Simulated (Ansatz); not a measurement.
**SO+ (quartet): wave-function methods side by side at distance O1–S2 = 1.643 Å, 6-31G**

How much of the correlation energy of SO+ (quartet) does each wave-function method recover here?

Computed with Ansatz 0.2.0, Gaussian basis. Level: 6-31G, core rule «outside noble gas», up to 6 orbitals frozen.

Plan: UHF; CCSD(T) on ROHF; CCSD(T) on UHF; BCCD(T) on ROHF; CISD as a restricted active space (open shells left free, so some higher excitations enter); CCSDT(Q) on ROHF; CCSDT(Q) on UHF; CISDTQ; CCSDTQ on ROHF; CCSDTQ on UHF; CASSCF and MRCISD+Q, 5 electrons in 5 orbitals; CASSCF and NEVPT2, 5 electrons in 5 orbitals; CASSCF and MRCISD+Q, 11 electrons in 8 orbitals; CASSCF and MRCISD+Q(relaxed), 11 electrons in 8 orbitals; CASSCF and NEVPT2, 11 electrons in 8 orbitals; Full CI.

28 further runs of the same task are left out: 5 for a known fault of the program, 17 that didn't finish, 6 set aside as unsound or not needed. Runs told in other sessions of the task aren't counted.

### Step 1. The geometry

The geometry derives from a PBE0/def2-TZVP stationary point (not a proven minimum). One bond is set to the value named and the two fragments are kept rigid.

2 atoms, charge 1, spin multiplicity 4.

Atoms are counted from 1 here; the program's logs count them from 0.

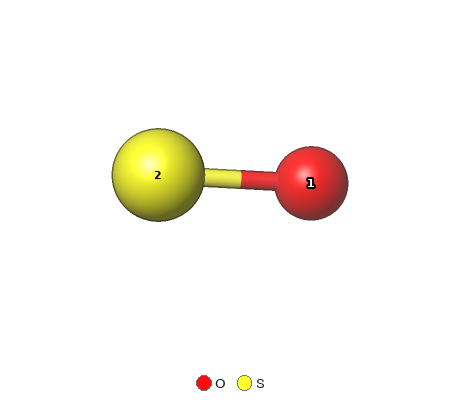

The structure; oxygen red, sulfur yellow; atoms are numbered from 1 in the order of the file.

In the tables R marks a restricted open-shell determinant and U an unrestricted one; 'pair' is the active space of 5 electrons in 5 orbitals; 'valence' is the active space of 11 electrons in 8 orbitals; energies count from the table's Hartree-Fock row.

### Step 2. UHF

in.yaml

```yaml
crystal:
  periodic: [false, false, false]
  atoms:
    - {symbol: O, position_ang: [0.000000, 0.000000, 0.000000]}
    - {symbol: S, position_ang: [0.000000, 0.000000, 1.642500]}
basis:
  gaussian: {orbitals: 6-31G}
total_charge: 1
magnetization: {spin_polarized: true, initial_magnetization: 3}
hamiltonian: {xc: hf}
output: {orbitals: {seedname: orbitals}}
```

Command:

```console
> ansatz run in.yaml --threads 1 --pin off --events-out ev --progress --plain --max-ram 2393MiB
```

Log:

```text
Functional definition: HF
  name "HF"
  cite "Fock, Z. Phys. 61, 126 (1930) doi:10.1007/BF01340294"
  parent pbe
  exchange = exact_x
  correlation = 0
220 factors; integrals over basis functions are off by at most 1.8e-4 eV
mean field evaluation 1: about -12831.4957 eV, gradient 3.4e1 eV
mean field evaluation 2: about -12831.6644 eV, gradient 3.3e1 eV
mean field evaluation 4: about -12837.2024 eV, gradient 2.9e0 eV
mean field evaluation 8: about -12837.4019 eV, gradient 2.4e-1 eV
mean field evaluation 16: about -12837.4054 eV, gradient 5.0e-2 eV
mean field evaluation 32: about -12838.4638 eV, gradient 2.5e0 eV
mean field evaluation 64: about -12835.9383 eV, gradient 6.2e0 eV
mean field evaluation 96: about -12835.5337 eV, gradient 9.4e-1 eV
mean field evaluation 128: about -12837.4056 eV, gradient 6.1e-4 eV
mean field -12839.56841796 eV, -471.8454363879 hartree, gradient 4.4e-5 eV, S^2 3.765281; 5 other end points of the search recorded, 0 dependent functions left out
reference -12839.56841796 eV, -471.8454363879 hartree; 13, 10 occupied and 9, 12 virtual orbitals, 220 factors
Total energy: -12839.56841796 eV, -471.8454363879 hartree
```

Wall time 0.28 s (1 thread of Arm Neoverse V1, shared host).

From the report: ⟨S²⟩ of the determinant 3.765 (pure quartet: 3.75).

### Step 3. CCSD(T) on ROHF

in.yaml

```yaml
crystal:
  periodic: [false, false, false]
  atoms:
    - {symbol: O, position_ang: [0.000000, 0.000000, 0.000000]}
    - {symbol: S, position_ang: [0.000000, 0.000000, 1.642500]}
basis:
  gaussian: {orbitals: 6-31G}
total_charge: 1
magnetization: {spin_polarized: false, initial_magnetization: 3}
correlation: {method: ccsd_t, electrons: outside_noble_gas}
output: {forces: true}
```

Launched as before.

Log, cut to the lines that bear on the results:

```text
Functional definition: HF
  name "HF"
  cite "Fock, Z. Phys. 61, 126 (1930) doi:10.1007/BF01340294"
  parent pbe
[...]
220 factors; integrals over basis functions are off by at most 1.8e-4 eV
[...]
mean field -12839.42605565 eV, -471.8402046695 hartree, gradient 5.0e-6 eV, S^2 3.750000; 17 other end points of the search recorded, 0 dependent functions left out
[...]
determinant -12839.42605565 eV, -471.8402046695 hartree, with singles and doubles -12843.23531850 eV, -471.9801924975 hartree
determinant -12837.10499462 eV, -471.7549072499 hartree, with singles and doubles -12841.71310044 eV, -471.9242520154 hartree
determinant -12837.07776715 eV, -471.7539066588 hartree, with singles and doubles -12841.70298453 eV, -471.9238802626 hartree
determinant -12837.05278418 eV, -471.7529885517 hartree, with singles and doubles -12841.69808219 eV, -471.9237001050 hartree
[...]
determinant -12832.17487747 eV, -471.5737287865 hartree, with singles and doubles -12836.69480922 eV, -471.7398332147 hartree
6 core orbitals not correlated: weight in the atoms' cores, before any rotation towards them, 1.000 or more for the frozen orbitals, at most 0.000 for the correlated occupied ones
reference -12839.42605565 eV, -471.8402046695 hartree; 7, 4 occupied and 9, 12 virtual orbitals, 220 factors
second order -3.27306158 eV of doubles, -0.07763807 eV of singles
cycle   1  -3.80922321 eV  change    4.0e-5 eV  update   1.1e-3
[...]
cycle  10  -3.81017005 eV  change    2.9e-7 eV  update   7.6e-7
perturbative correction -0.07962079 eV, -0.0029260099 hartree
[...]
Total energy: -12843.31584649 eV, -471.9831518462 hartree
Atom 0 at     0.000000     0.000000     0.000000 Å, force     0.000000    -0.000000    -6.394316 eV/Å
Atom 1 at     0.000000     0.000000     1.642500 Å, force    -0.000000    -0.000000     6.394316 eV/Å
Dipole moment:     0.000000     0.000000     0.376799 e Å
```

Wall time 1.5 s (1 thread of Arm Neoverse V1, shared host).

From the report: correlation -3.8898 eV; T1 0.043; largest double amplitude 0.09.

### Step 4. CCSD(T) on UHF

Changes to in.yaml since step 3:

```diff
@@ -8,3 +8,3 @@
 total_charge: 1
-magnetization: {spin_polarized: false, initial_magnetization: 3}
+magnetization: {spin_polarized: true, initial_magnetization: 3}
 correlation: {method: ccsd_t, electrons: outside_noble_gas}
```

Launched as before.

Log, cut to the lines that bear on the results:

```text
Functional definition: HF
  name "HF"
  cite "Fock, Z. Phys. 61, 126 (1930) doi:10.1007/BF01340294"
  parent pbe
[...]
220 factors; integrals over basis functions are off by at most 1.8e-4 eV
[...]
mean field -12839.56841796 eV, -471.8454363879 hartree, gradient 3.2e-6 eV, S^2 3.765281; 13 other end points of the search recorded, 0 dependent functions left out
determinant -12839.56841796 eV, -471.8454363879 hartree, with singles and doubles -12843.23712213 eV, -471.9802587796 hartree
determinant -12837.42730197 eV, -471.7667518265 hartree, with singles and doubles -12841.74455740 eV, -471.9254080374 hartree
determinant -12837.40556727 eV, -471.7659530910 hartree, with singles and doubles -12841.72656305 eV, -471.9247467572 hartree
determinant -12835.57253715 eV, -471.6985904767 hartree, with singles and doubles -12838.20628942 eV, -471.7953790873 hartree
6 core orbitals not correlated: weight in the atoms' cores, before any rotation towards them, 1.000 or more for the frozen orbitals, at most 0.000 for the correlated occupied ones
reference -12839.56841796 eV, -471.8454363879 hartree; 7, 4 occupied and 9, 12 virtual orbitals, 220 factors
second order -3.26129801 eV of doubles, -0.00000000 eV of singles
cycle   1  -3.66868162 eV  change    2.3e-5 eV  update   1.2e-3
[...]
cycle  10  -3.66981657 eV  change    1.2e-7 eV  update   5.8e-7
perturbative correction -0.07846616 eV, -0.0028835782 hartree
[...]
Total energy: -12843.31670068 eV, -471.9831832374 hartree
Atom 0 at     0.000000     0.000000     0.000000 Å, force     0.000000    -0.000000    -6.397580 eV/Å
Atom 1 at     0.000000     0.000000     1.642500 Å, force    -0.000000    -0.000000     6.397580 eV/Å
Dipole moment:    -0.000000    -0.000000     0.376123 e Å
```

It took 1.2 s on 1 thread of Arm Neoverse V1, shared host.

From the report: ⟨S²⟩ of the determinant 3.765 (pure quartet: 3.75); correlation -3.7483 eV; T1 0.034; largest double amplitude 0.09.

### Step 5. BCCD(T) on ROHF

in.yaml

```yaml
crystal:
  periodic: [false, false, false]
  atoms:
    - {symbol: O, position_ang: [0.000000, 0.000000, 0.000000]}
    - {symbol: S, position_ang: [0.000000, 0.000000, 1.642500]}
basis:
  gaussian: {orbitals: 6-31G}
total_charge: 1
magnetization: {spin_polarized: false, initial_magnetization: 3}
correlation: {method: bccd_t, electrons: outside_noble_gas}
```

Same command.

Log, cut to the lines that bear on the results:

```text
Functional definition: HF
  name "HF"
  cite "Fock, Z. Phys. 61, 126 (1930) doi:10.1007/BF01340294"
  parent pbe
[...]
220 factors; integrals over basis functions are off by at most 1.8e-4 eV
[...]
mean field -12839.42605565 eV, -471.8402046695 hartree, gradient 5.0e-6 eV, S^2 3.750000; 17 other end points of the search recorded, 0 dependent functions left out
[...]
determinant -12839.42605565 eV, -471.8402046695 hartree, with singles and doubles -12843.23531850 eV, -471.9801924975 hartree
determinant -12837.10499462 eV, -471.7549072499 hartree, with singles and doubles -12841.71310044 eV, -471.9242520154 hartree
determinant -12837.07776715 eV, -471.7539066588 hartree, with singles and doubles -12841.70298453 eV, -471.9238802626 hartree
determinant -12837.05278418 eV, -471.7529885517 hartree, with singles and doubles -12841.69808219 eV, -471.9237001050 hartree
determinant -12835.41573988 eV, -471.6928282834 hartree, with singles and doubles -12838.20096528 eV, -471.7951834290 hartree
determinant -12832.17487747 eV, -471.5737287865 hartree, with singles and doubles -12836.69480922 eV, -471.7398332147 hartree
6 core orbitals not correlated: weight in the atoms' cores, before any rotation towards them, 1.000 or more for the frozen orbitals, at most 0.000 for the correlated occupied ones
reference -12839.42605565 eV, -471.8402046695 hartree; 7, 4 occupied and 9, 12 virtual orbitals, 220 factors
second order -3.27306158 eV of doubles, -0.07763807 eV of singles
cycle   1  -3.78830840 eV  change    2.1e-2 eV  update   2.4e-2
[...]
cycle  12  -3.78635438 eV  change    5.2e-6 eV  update   2.2e-6
perturbative correction -0.09940255 eV, -0.0036529765 hartree
Total energy: -12843.31181258 eV, -471.9830036030 hartree
```

It took 1.4 s on 1 thread of Arm Neoverse V1, shared host.

From the report: correlation -3.8858 eV; largest double amplitude 0.09.

### Step 6. CISD as a restricted active space (open shells left free, so some higher excitations enter)

Changes to in.yaml since step 5:

```diff
@@ -9,2 +9,2 @@
 magnetization: {spin_polarized: false, initial_magnetization: 3}
-correlation: {method: bccd_t, electrons: outside_noble_gas}
+correlation: {active_space: {ras: {orbitals: [4, 3, 9], electrons: 11, max_holes: 2, max_particles: 2}, fixed_orbitals: true}}
```

Same command.

Log, cut to the lines that bear on the results:

```text
Functional definition: HF
  name "HF"
  cite "Fock, Z. Phys. 61, 126 (1930) doi:10.1007/BF01340294"
  parent pbe
[...]
220 factors; integrals over basis functions are off by at most 1.8e-4 eV
[...]
mean field -12839.42605565 eV, -471.8402046695 hartree, gradient 5.0e-6 eV, S^2 3.750000; 16 other end points of the search recorded, 0 dependent functions left out
reference -12839.42605565 eV, -471.8402046695 hartree; 13, 10 occupied and 9, 12 virtual orbitals, 220 factors
state -12843.07491738 eV, -471.9742978650 hartree
Total energy: -12843.07491738 eV, -471.9742978650 hartree
```

It took 1.3 s on 1 thread of Arm Neoverse V1, shared host.

From the report: 4,606 determinants.

### Step 7. CCSDT(Q) on ROHF

Changes to in.yaml since step 6:

```diff
@@ -9,2 +9,2 @@
 magnetization: {spin_polarized: false, initial_magnetization: 3}
-correlation: {active_space: {ras: {orbitals: [4, 3, 9], electrons: 11, max_holes: 2, max_particles: 2}, fixed_orbitals: true}}
+correlation: {method: ccsdt_q, electrons: outside_noble_gas}
```

Same command.

Log, cut to the lines that bear on the results:

```text
Functional definition: HF
  name "HF"
  cite "Fock, Z. Phys. 61, 126 (1930) doi:10.1007/BF01340294"
  parent pbe
[...]
390 factors; integrals over basis functions are off by at most 2.7e-8 eV
[...]
mean field -12839.42614355 eV, -471.8402079000 hartree, gradient 5.0e-6 eV, S^2 3.750000; 18 other end points of the search recorded, 0 dependent functions left out
[...]
determinant -12839.42614355 eV, -471.8402079000 hartree, with singles and doubles -12843.23543999 eV, -471.9801969621 hartree
determinant -12837.10509060 eV, -471.7549107771 hartree, with singles and doubles -12841.71323109 eV, -471.9242568166 hartree
determinant -12837.07786288 eV, -471.7539101770 hartree, with singles and doubles -12841.70311369 eV, -471.9238850092 hartree
determinant -12837.05287946 eV, -471.7529920531 hartree, with singles and doubles -12841.69821123 eV, -471.9237048471 hartree
determinant -12835.41583791 eV, -471.6928318857 hartree, with singles and doubles -12838.20108954 eV, -471.7951879952 hartree
determinant -12832.17498639 eV, -471.5737327892 hartree, with singles and doubles -12836.69496313 eV, -471.7398388707 hartree
6 core orbitals not correlated: weight in the atoms' cores, before any rotation towards them, 1.000 or more for the frozen orbitals, at most 0.000 for the correlated occupied ones
reference -12839.42614355 eV, -471.8402079000 hartree; 7, 4 occupied and 9, 12 virtual orbitals, 390 factors
second order -3.27310858 eV of doubles, -0.07764062 eV of singles
cycle   1  -3.49579829 eV  change   -1.4e-1 eV  update   8.4e-2
[...]
cycle  17  -3.91214331 eV  change    4.2e-7 eV  update   8.1e-7
perturbative correction -0.01541414 eV, -0.0005664593 hartree
Total energy: -12843.35370101 eV, -471.9845429743 hartree
```

Wall time 4.5 s (1 thread of Arm Neoverse V1, shared host).

From the report: correlation -3.9276 eV; T1 0.041; largest double amplitude 0.10.

### Step 8. CCSDT(Q) on UHF

Changes to in.yaml since step 7:

```diff
@@ -8,3 +8,3 @@
 total_charge: 1
-magnetization: {spin_polarized: false, initial_magnetization: 3}
+magnetization: {spin_polarized: true, initial_magnetization: 3}
 correlation: {method: ccsdt_q, electrons: outside_noble_gas}
```

The command is unchanged.

Log, cut to the lines that bear on the results:

```text
Functional definition: HF
  name "HF"
  cite "Fock, Z. Phys. 61, 126 (1930) doi:10.1007/BF01340294"
  parent pbe
[...]
390 factors; integrals over basis functions are off by at most 2.7e-8 eV
[...]
mean field -12839.56851085 eV, -471.8454398017 hartree, gradient 3.2e-6 eV, S^2 3.765282; 13 other end points of the search recorded, 0 dependent functions left out
determinant -12839.56851085 eV, -471.8454398017 hartree, with singles and doubles -12843.23724390 eV, -471.9802632543 hartree
determinant -12837.42740122 eV, -471.7667554739 hartree, with singles and doubles -12841.74468668 eV, -471.9254127883 hartree
determinant -12837.40566768 eV, -471.7659567811 hartree, with singles and doubles -12841.72669246 eV, -471.9247515129 hartree
determinant -12835.57263466 eV, -471.6985940600 hartree, with singles and doubles -12838.20641393 eV, -471.7953836632 hartree
6 core orbitals not correlated: weight in the atoms' cores, before any rotation towards them, 1.000 or more for the frozen orbitals, at most 0.000 for the correlated occupied ones
reference -12839.56851085 eV, -471.8454398017 hartree; 7, 4 occupied and 9, 12 virtual orbitals, 390 factors
second order -3.26134294 eV of doubles, -0.00000000 eV of singles
cycle   1  -3.39283716 eV  change   -1.3e-1 eV  update   7.9e-2
[...]
cycle  17  -3.77040381 eV  change    3.5e-7 eV  update   6.9e-7
perturbative correction -0.01590057 eV, -0.0005843353 hartree
Total energy: -12843.35481524 eV, -471.9845839214 hartree
```

It took 3.9 s on 1 thread of Arm Neoverse V1, shared host.

From the report: ⟨S²⟩ of the determinant 3.765 (pure quartet: 3.75); correlation -3.7863 eV; T1 0.032; largest double amplitude 0.10.

### Step 9. CISDTQ

in.yaml

```yaml
crystal:
  periodic: [false, false, false]
  atoms:
    - {symbol: O, position_ang: [0.000000, 0.000000, 0.000000]}
    - {symbol: S, position_ang: [0.000000, 0.000000, 1.642500]}
basis:
  gaussian: {orbitals: 6-31G}
total_charge: 1
magnetization: {spin_polarized: false, initial_magnetization: 3}
correlation: {active_space: {ras: {orbitals: [4, 3, 9], electrons: 11, max_holes: 4, max_particles: 4}, fixed_orbitals: true}}
```

Launched as before.

Log, cut to the lines that bear on the results:

```text
Functional definition: HF
  name "HF"
  cite "Fock, Z. Phys. 61, 126 (1930) doi:10.1007/BF01340294"
  parent pbe
[...]
220 factors; integrals over basis functions are off by at most 1.8e-4 eV
[...]
mean field -12839.42605565 eV, -471.8402046695 hartree, gradient 5.0e-6 eV, S^2 3.750000; 16 other end points of the search recorded, 0 dependent functions left out
reference -12839.42605565 eV, -471.8402046695 hartree; 13, 10 occupied and 9, 12 virtual orbitals, 220 factors
state -12843.34994084 eV, -471.9844047905 hartree
Total energy: -12843.34994084 eV, -471.9844047905 hartree
```

Run time: 23 s. Hardware: 1 thread of Arm Neoverse V1, shared host.

From the report: 395,683 determinants.

### Step 10. CCSDTQ on ROHF

Changes to in.yaml since step 9:

```diff
@@ -9,2 +9,2 @@
 magnetization: {spin_polarized: false, initial_magnetization: 3}
-correlation: {active_space: {ras: {orbitals: [4, 3, 9], electrons: 11, max_holes: 4, max_particles: 4}, fixed_orbitals: true}}
+correlation: {method: ccsdtq, electrons: outside_noble_gas}
```

Launched as before.

Log, cut to the lines that bear on the results:

```text
Functional definition: HF
  name "HF"
  cite "Fock, Z. Phys. 61, 126 (1930) doi:10.1007/BF01340294"
  parent pbe
[...]
390 factors; integrals over basis functions are off by at most 2.7e-8 eV
[...]
mean field -12839.42614355 eV, -471.8402079000 hartree, gradient 5.0e-6 eV, S^2 3.750000; 18 other end points of the search recorded, 0 dependent functions left out
[...]
determinant -12839.42614355 eV, -471.8402079000 hartree, with singles and doubles -12843.23543999 eV, -471.9801969621 hartree
determinant -12837.10509060 eV, -471.7549107771 hartree, with singles and doubles -12841.71323109 eV, -471.9242568166 hartree
determinant -12837.07786288 eV, -471.7539101770 hartree, with singles and doubles -12841.70311369 eV, -471.9238850092 hartree
determinant -12837.05287946 eV, -471.7529920531 hartree, with singles and doubles -12841.69821123 eV, -471.9237048471 hartree
determinant -12835.41583791 eV, -471.6928318857 hartree, with singles and doubles -12838.20108954 eV, -471.7951879952 hartree
determinant -12832.17498639 eV, -471.5737327892 hartree, with singles and doubles -12836.69496313 eV, -471.7398388707 hartree
6 core orbitals not correlated: weight in the atoms' cores, before any rotation towards them, 1.000 or more for the frozen orbitals, at most 0.000 for the correlated occupied ones
reference -12839.42614355 eV, -471.8402079000 hartree; 7, 4 occupied and 9, 12 virtual orbitals, 390 factors
second order -3.27310858 eV of doubles, -0.07764062 eV of singles
cycle   1  -3.49579829 eV  change   -1.4e-1 eV  update   8.4e-2
[...]
cycle  19  -3.92813984 eV  change    1.1e-6 eV  update   1.1e-6
Total energy: -12843.35428340 eV, -471.9845643767 hartree
```

Run time: 42 s. Hardware: 1 thread of Arm Neoverse V1, shared host; peak memory 0.45 GiB.

From the report: correlation -3.9281 eV; T1 0.041; largest double amplitude 0.10.

### Step 11. CCSDTQ on UHF

Changes to in.yaml since step 10:

```diff
@@ -8,3 +8,3 @@
 total_charge: 1
-magnetization: {spin_polarized: false, initial_magnetization: 3}
+magnetization: {spin_polarized: true, initial_magnetization: 3}
 correlation: {method: ccsdtq, electrons: outside_noble_gas}
```

Launched as before.

Log, cut to the lines that bear on the results:

```text
Functional definition: HF
  name "HF"
  cite "Fock, Z. Phys. 61, 126 (1930) doi:10.1007/BF01340294"
  parent pbe
[...]
390 factors; integrals over basis functions are off by at most 2.7e-8 eV
[...]
mean field -12839.56851085 eV, -471.8454398017 hartree, gradient 3.2e-6 eV, S^2 3.765282; 13 other end points of the search recorded, 0 dependent functions left out
determinant -12839.56851085 eV, -471.8454398017 hartree, with singles and doubles -12843.23724390 eV, -471.9802632543 hartree
determinant -12837.42740122 eV, -471.7667554739 hartree, with singles and doubles -12841.74468668 eV, -471.9254127883 hartree
determinant -12837.40566768 eV, -471.7659567811 hartree, with singles and doubles -12841.72669246 eV, -471.9247515129 hartree
determinant -12835.57263466 eV, -471.6985940600 hartree, with singles and doubles -12838.20641393 eV, -471.7953836632 hartree
6 core orbitals not correlated: weight in the atoms' cores, before any rotation towards them, 1.000 or more for the frozen orbitals, at most 0.000 for the correlated occupied ones
reference -12839.56851085 eV, -471.8454398017 hartree; 7, 4 occupied and 9, 12 virtual orbitals, 390 factors
second order -3.26134294 eV of doubles, -0.00000000 eV of singles
cycle   1  -3.39283716 eV  change   -1.3e-1 eV  update   7.9e-2
[...]
cycle  19  -3.78650692 eV  change    1.1e-6 eV  update   1.2e-6
Total energy: -12843.35501777 eV, -471.9845913645 hartree
```

Run time: 42 s. Hardware: 1 thread of Arm Neoverse V1, shared host; peak memory 0.46 GiB.

From the report: ⟨S²⟩ of the determinant 3.765 (pure quartet: 3.75); correlation -3.7865 eV; T1 0.032; largest double amplitude 0.10.

(Part 1 of 2 ends here.)
